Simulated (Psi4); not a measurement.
# SnH4S (SMILES [SH][SnH3]): CAM-B3LYP/def2-SVP (core potential, sweep point 2)

Aim: the vertical electron affinity of SnH4S at CAM-B3LYP/def2-SVP (core potential, sweep point 2), from 2 runs. 

The results are computed with Psi4 1.11.

### 1 The structure to begin with

SnH4S has 6 atoms, charge 0, and is taken as a singlet. As SMILES, `[SH][SnH3]`. The coordinates come from a PBE0-D4/def2-TZVP relaxation.

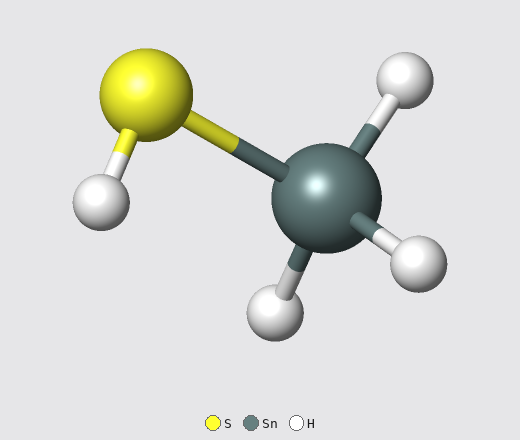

The structure, seen from a chosen angle (sulfur yellow, tin teal, hydrogen white).

### 2 The energy at CAM-B3LYP/def2-SVP (core potential, sweep point 2)

calc.py

```python
import psi4

psi4.set_memory(1600000000)
psi4.set_num_threads(1)
psi4.core.set_output_file('run.log', False)

mol = psi4.geometry("""
S      1.95454373    -1.71076906     2.38426745
Sn    -0.58959455     0.86209306    -0.36736276
H      2.14786271    -3.61334532     0.71526134
H     -3.30815455    -0.70883627    -1.09509629
H      1.06448273     1.52444206    -3.05323050
H     -1.18939362     3.52547306     1.32866644
units au
symmetry c1
""")

psi4.set_options({
    'puream': True,
    'scf_type': 'pk',
    'dft_radial_points': 99,
    'dft_spherical_points': 590,
})

energy_value, wavefunction = psi4.energy('cam-b3lyp/def2-SVP', molecule=mol, return_wfn=True)
print(f'cam-b3lyp/def2-SVP energy: {energy_value:.10f} Eh')
```

Launch:

```sh
$ python calc.py
```

run.log:

```text
[...]
    !!!  WARNING: ECP capability is in beta. Please check occupations closely.  !!!
[...]
  Running in c1 symmetry.
[...]
  Nuclear repulsion =  116.934173834734835
[...]
  Multiplicity = 1
[...]
  Nalpha       = 21
  Nbeta        = 21
[...]
    Number of basis functions: 64
[...]
   @RKS iter   1:  -614.69128326857617   -1.52023e+00   4.72540e-03 ADIIS/DIIS
[...]
   @RKS iter   7:  -614.74590636418691   -4.82363e-08   7.67326e-07 DIIS
[...]
    Orbital Energies [Eh]
    ---------------------
    Doubly Occupied:
       1A    -88.904553     2A     -8.000506     3A     -5.969868
       4A     -5.967231     5A     -5.960747     6A     -5.191093
       7A     -3.535579     8A     -3.532471     9A     -3.531961
      10A     -1.116466    11A     -1.114136    12A     -1.113530
      13A     -1.109092    14A     -1.109057    15A     -0.793406
      16A     -0.593972    17A     -0.461839    18A     -0.401120
      19A     -0.393386    20A     -0.363483    21A     -0.307518
[...]
  @RKS Final Energy:  -614.74590636418691
   => Energetics <=
    Nuclear Repulsion Energy =            116.9341738347348354
    One-Electron Energy =               -1161.5885519318860588
    Two-Electron Energy =                 463.5103097546877962
    DFT Exchange-Correlation Energy =     -33.6018380217233030
    Empirical Dispersion Energy =           0.0000000000000000
    VV10 Nonlocal Energy =                  0.0000000000000000
    Total Energy =                       -614.7459063641867942
[...]
 Multipole Moments:
 ------------------------------------------------------------------------------------
     Multipole            Electronic (a.u.)      Nuclear  (a.u.)        Total (a.u.)
 ------------------------------------------------------------------------------------
 L = 1.  Multiply by 2.5417464519 to convert [e a0] to [Debye]
 Dipole X            :        -19.8575623           19.5751553           -0.2824070
 Dipole Y            :         21.0486930          -20.9875099            0.0611831
 Dipole Z            :        -20.4151429           19.8635170           -0.5516259
 Magnitude           :                                                    0.6227264
[...]
```

Standard output:

```text
cam-b3lyp/def2-SVP energy: -614.7459063642 Eh
```

Wall time 14 s (1 thread of Intel Xeon Platinum 8259CL at 2.50GHz (Skylake/Cascade Lake), shared host); peak memory 0.8 GiB.

### 3 The doublet anion, same level

h4ssn.py

```python
import psi4

psi4.set_memory(1600000000)
psi4.set_num_threads(1)
psi4.core.set_output_file('output.dat', False)

molecule = psi4.geometry("""
-1 2
S      1.95454373    -1.71076906     2.38426745
Sn    -0.58959455     0.86209306    -0.36736276
H      2.14786271    -3.61334532     0.71526134
H     -3.30815455    -0.70883627    -1.09509629
H      1.06448273     1.52444206    -3.05323050
H     -1.18939362     3.52547306     1.32866644
units au
symmetry c1
""")

psi4.set_options({
    'reference': 'uks',
    'puream': True,
    'scf_type': 'pk',
    'dft_radial_points': 99,
    'dft_spherical_points': 590,
    'maxiter': 150,
})

energy_value = psi4.energy('cam-b3lyp/def2-SVP', molecule=molecule)
print('E =', round(energy_value, 9))
for k, v in sorted(psi4.core.scalar_variables().items()):
    print(f'{k:45s} {v:18.10f}')
```

Launch:

```sh
$ python h4ssn.py
```

output.dat:

```text
[...]
    !!!  WARNING: ECP capability is in beta. Please check occupations closely.  !!!
[...]
  Running in c1 symmetry.
[...]
  Nuclear repulsion =  116.934173834734835
[...]
  Multiplicity = 2
[...]
  Nalpha       = 22
  Nbeta        = 21
[...]
    Number of basis functions: 64
[...]
   @UKS iter   1:  -614.53880437407918   -1.36775e+00   6.98551e-03 DIIS/ADIIS
[...]
   @UKS iter  12:  -614.68791915026532   -1.18870e-07   8.99551e-07 DIIS
[...]
   @S^2 Observed:                7.534474646E-01
[...]
    Orbital Energies [Eh]
    ---------------------
    Alpha Occupied:
       1A    -88.671439     2A     -7.770467     3A     -5.740114
       4A     -5.736380     5A     -5.731204     6A     -4.963613
       7A     -3.306146     8A     -3.305662     9A     -3.305573
      10A     -0.888177    11A     -0.887696    12A     -0.887177
      13A     -0.882797    14A     -0.882202    15A     -0.581823
      16A     -0.386344    17A     -0.256137    18A     -0.196940
      19A     -0.191553    20A     -0.165701    21A     -0.101638
      22A      0.089263
    Alpha Virtual:
      23A      0.252000    24A      0.263126    25A      0.270567
[...]
  @UKS Final Energy:  -614.68791915026532
   => Energetics <=
    Nuclear Repulsion Energy =            116.9341738347348354
    One-Electron Energy =               -1170.8296309959978316
    Two-Electron Energy =                 472.9496906475051219
    DFT Exchange-Correlation Energy =     -33.7421526365073845
    Empirical Dispersion Energy =           0.0000000000000000
    VV10 Nonlocal Energy =                  0.0000000000000000
    Total Energy =                       -614.6879191502653157
[...]
 Multipole Moments:
 ------------------------------------------------------------------------------------
     Multipole            Electronic (a.u.)      Nuclear  (a.u.)        Total (a.u.)
 ------------------------------------------------------------------------------------
 L = 1.  Multiply by 2.5417464519 to convert [e a0] to [Debye]
 Dipole X            :        -19.6940747           19.5751553           -0.1189194
 Dipole Y            :         21.0559065          -20.9875099            0.0683965
 Dipole Z            :        -20.0452522           19.8635170           -0.1817352
 Magnitude           :                                                    0.2277007
[...]
```

The script printed:

```text
E = -614.68791915
CURRENT ENERGY                                   -614.6879191503
CURRENT REFERENCE ENERGY                         -614.6879191503
DD SOLVATION ENERGY                                 0.0000000000
DFT FUNCTIONAL TOTAL ENERGY                      -614.6879191503
DFT TOTAL ENERGY                                 -614.6879191503
DFT VV10 ENERGY                                     0.0000000000
DFT XC ENERGY                                     -33.7421526365
GRID ELECTRONS ALPHA                               21.9999988777
GRID ELECTRONS BETA                                20.9999996969
GRID ELECTRONS TOTAL                               42.9999985746
NUCLEAR REPULSION ENERGY                          116.9341738347
ONE-ELECTRON ENERGY                             -1170.8296309960
PCM POLARIZATION ENERGY                             0.0000000000
PE ENERGY                                           0.0000000000
SCF ITERATION ENERGY                             -614.6879191503
SCF ITERATIONS                                     12.0000000000
SCF TOTAL ENERGY                                 -614.6879191503
TWO-ELECTRON ENERGY                               472.9496906475
XC GRID RADIAL POINTS                              99.0000000000
XC GRID SPHERICAL POINTS                          590.0000000000
XC GRID TOTAL POINTS                           332757.0000000000
```

It took 31 s on 1 thread of Intel Xeon Platinum 8259CL at 2.50GHz (Skylake/Cascade Lake), shared host; peak memory 0.8 GiB.

### 4 What came out

At CAM-B3LYP/def2-SVP (core potential, sweep point 2):

```
                                         quantity          value
                      singlet SnH4S: total energy  -614.74591 Eh
                     singlet SnH4S: dipole moment         1.58 D
                       singlet SnH4S: HOMO energy       -8.37 eV
                       singlet SnH4S: LUMO energy        0.72 eV
                     singlet SnH4S: HOMO–LUMO gap        9.09 eV
                      doublet anion: total energy  -614.68792 Eh
doublet anion: HOMO energy (highest over α and β)        2.43 eV
 doublet anion: LUMO energy (lowest over α and β)        6.35 eV
                              doublet anion: ⟨S²⟩          0.753
vertical electron affinity (to the doublet anion)      -1.578 eV
```

**Reading.** The anion lies 1.58 eV (152 kJ/mol) above the neutral: the electron isn't bound at this level, and such a value depends on the basis. Without diffuse functions anions come out too high. The HOMO (doublet anion) lies at positive energy, 2.43 eV; only total energies tell whether the electron is bound.
